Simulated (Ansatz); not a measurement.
# What a change does: single-point calculation on Al4P3

System: Al4P3, charge +1.
Method of the first run: RKS PBE0-D4/def2-TZVP (Ansatz 0.2.0).

The geometry comes from this level: PBE-D4/def2-SVP. Text and figures count atoms from 1; the logs count them from 0 in places.

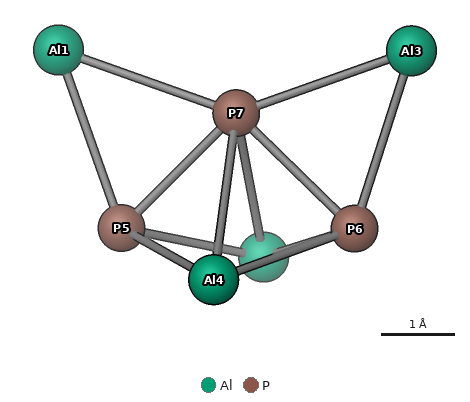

Figure 1. The structure (ball-and-stick view, seen at a tilt; atoms are numbered from 1 in the order of the input). Sticks mark near contacts. Bond lengths as drawn: Al–P 2.45 to 2.76 Å and P–P 2.29 Å.

## Input file, the first run
```yaml
crystal:
  periodic: [false, false, false]
  atoms:
    - {symbol: Al, position_ang: [-2.952877, -0.491756, 0.274181]}
    - {symbol: Al, position_ang: [0.993674, -1.788579, -0.767552]}
    - {symbol: Al, position_ang: [0.564154, 2.347657, -1.790600]}
    - {symbol: Al, position_ang: [0.882528, 0.334354, 1.963557]}
    - {symbol: P, position_ang: [-0.615014, -1.360675, 1.029797]}
    - {symbol: P, position_ang: [1.707288, 0.514334, -0.333165]}
    - {symbol: P, position_ang: [-0.579751, 0.444684, -0.376218]}
basis:
  gaussian: {orbitals: def2-TZVP, initial_orbitals: start.molden}
total_charge: 1
hamiltonian: {xc: pbe0, dispersion: d4}
scf: {omitted_lower_state_checks: [starts]}
output: {orbitals: {seedname: orbitals}}
```

Command:
```bash
ansatz run in.yaml --threads 4 --pin off --events-out ev --progress --plain --max-ram 4787MiB
```

Hardware: 4 threads of Arm Neoverse V2, 23 GiB of memory available, shared host.

## Output (the first run)
```
Functional definition: PBE0
  parameter a = 0.25
  parameter kappa = 0.804
  parameter beta = 0.06672455060314922
  exchange = (1 - a)*pbe_x(kappa = kappa, mu = beta*pi^2/3) + a*exact_x
  correlation = pbe_c(beta = beta)
these checks for a lower state are left out or cut short: starts
1962 factors; their error is unknown
mean field evaluation 1: about -54188.8030 eV, gradient 1.9e2 eV
mean field evaluation 2: about -54212.4323 eV, gradient 2.9e1 eV
mean field evaluation 4: about -54227.5759 eV, gradient 1.6e0 eV
mean field evaluation 8: about -54227.6921 eV, gradient 3.2e-4 eV
mean field -54227.69206823 eV, -1992.8309266577 hartree, gradient 1.9e-5 eV, S^2 0.000000; 0 other end points of the search recorded, 0 dependent functions left out
reference -54227.69210102 eV, -1992.8309278624 hartree; 48, 48 occupied and 211, 211 virtual orbitals, 1962 factors
Total energy: -54228.18418025 eV, -1992.8490114406 hartree
Checks for a lower state left out: starts
```

For the second run the input was changed thus:
```diff
-hamiltonian: {xc: pbe0, dispersion: d4}
+correlation: {method: mp2}
```

What does this change do to the results?

The total energies belong to different models, so their difference says nothing on which is more stable or more accurate. The HOMO goes from −9.81 to −11.02 eV. The LUMO goes from −7.11 to −4.81 eV. On the same kind of shared host the second run took about 0.68 times as long.

## Output (the second run)
```
Functional definition: HF
  exchange = exact_x
  correlation = 0
these checks for a lower state are left out or cut short: starts
1588 factors; integrals over basis functions are off by at most 9.1e-4 eV
mean field evaluation 1: about -54140.8932 eV, gradient 4.6e1 eV
mean field evaluation 2: about -54142.1032 eV, gradient 1.7e0 eV
mean field evaluation 4: about -54143.0014 eV, gradient 2.8e0 eV
mean field evaluation 8: about -54143.0403 eV, gradient 2.5e-3 eV
mean field -54143.04032012 eV, -1989.7200322937 hartree, gradient 2.9e-6 eV, S^2 0.000000; 0 other end points of the search recorded, 0 dependent functions left out; unrestricted orbitals would lower it
mean field evaluation 16: about -54143.5484 eV, gradient 2.6e-1 eV
35 core orbitals not correlated: weight in the atoms' cores, before any rotation towards them, 1.000 or more for the frozen orbitals, at most 0.000 for the correlated occupied ones
reference -54143.04032012 eV, -1989.7200322937 hartree; 13, 13 occupied and 211, 211 virtual orbitals, 1588 factors
second order -19.85917879 eV of doubles, -0.00000000 eV of singles
Total energy: -54162.89949891 eV, -1990.4498436531 hartree
Checks for a lower state left out: starts
```

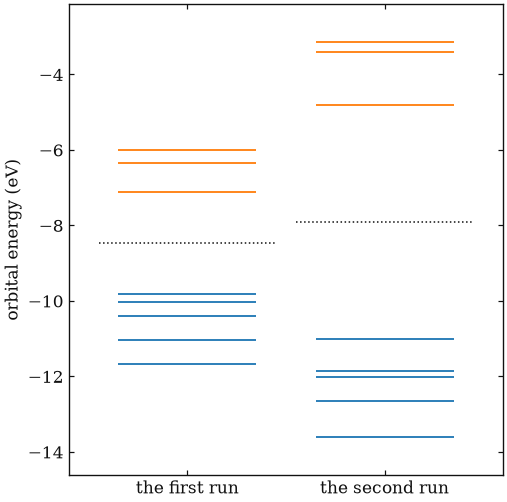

Figure 2. The five highest filled and three lowest empty orbital energies of the two runs; the dotted lines part filled from empty levels. The HOMO–LUMO gap is 2.70 eV in the first run and 6.21 eV in the second run.

## The two runs side by side

| quantity | the first run | the second run |
| --- | --- | --- |
| outcome | converged | converged |
| total energy (hartree) | −1992.849011 | −1990.449844 |
| HOMO (eV) | −9.81 | −11.02 |
| LUMO (eV) | −7.11 | −4.81 |
| basis functions | 259 | – |
| wall time (shared host) | 9.5 s | 6.5 s |
